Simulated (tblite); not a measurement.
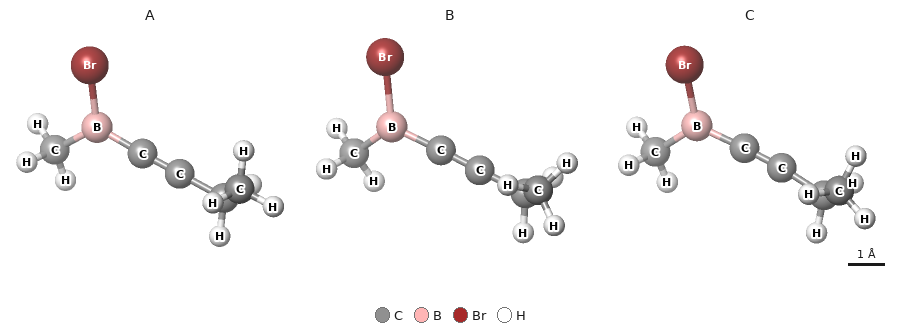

3 geometries from one relaxation of C$_{5}$H$_{8}$BBr, in shuffled order. Style: ball-and-stick. Shown at a tilt.

All numbers below come from GFN2-xTB geometry optimisation, gas phase (tblite 0.8.0). 

**Order the frames from highest to lowest energy.**

B, C, A. They are steps 0, 34, 77, at +12.8 kcal/mol, +0.85 kcal/mol relative to the last. After 77 geometry steps the energy has fallen by 12.8 kcal/mol. An H atom moves most after the best rigid fit: 0.76 Å. By element the largest moves are H 0.76 Å, Br 0.30 Å, B 0.21 Å, C 0.14 Å. Near-neighbour distances that change, for instance: B–Br 2.011 → 1.895 Å, B–C 1.543 → 1.496 Å, C–H 1.129 → 1.088 Å, C–C 1.502 → 1.530 Å. Among the angles between lasting bonds that change: B–C–H 106.4° → 113.4°, C–C–H 115.7° → 110.4°, C–B–C 118.2° → 122.6°. Groups turn about C–C by about 40°. The run took 1.2 s on 1 thread of Intel(R) Xeon(R) Processor @ 2.70GHz (shared host).
